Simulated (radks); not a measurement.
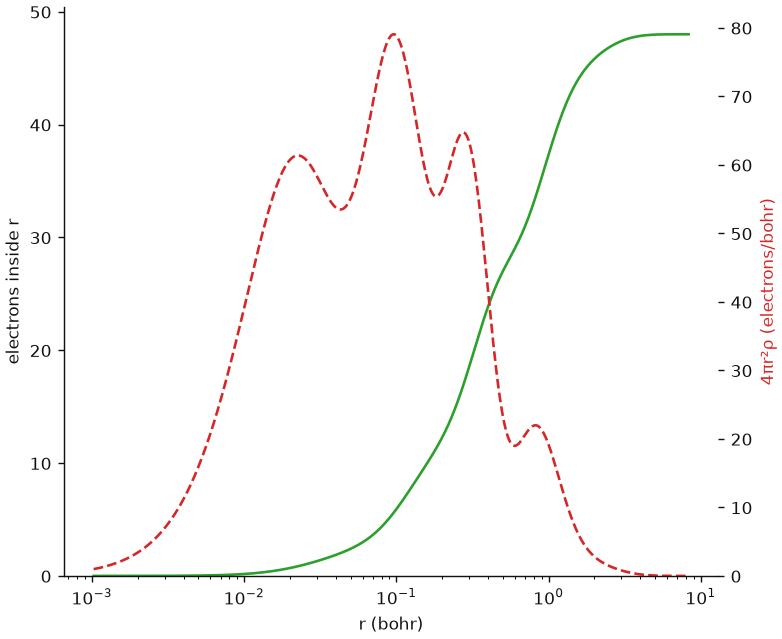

The In⁺ ion; electrons: [Kr] 4d10 5s2. The calculation used the in-house radial solver radks at this level: non-relativistic Kohn-Sham, LDA (Slater exchange, VWN5 correlation), spin-unpolarised, spherical densities, point nucleus.

The plot shows the number of electrons inside radius r (solid) and the radial density 4πr²ρ (dashed).

Q: Read the plot.

Answer: The count levels off at 48 electrons. Half of them lie within 0.404 bohr, 90 % within 1.45 bohr and 99 % within 3.18 bohr. The radial density has minima at 0.0431, 0.183 and 0.599 bohr, where the count stands at 2.0, 11.3 and 29.0; these part the shells that the density resolves.
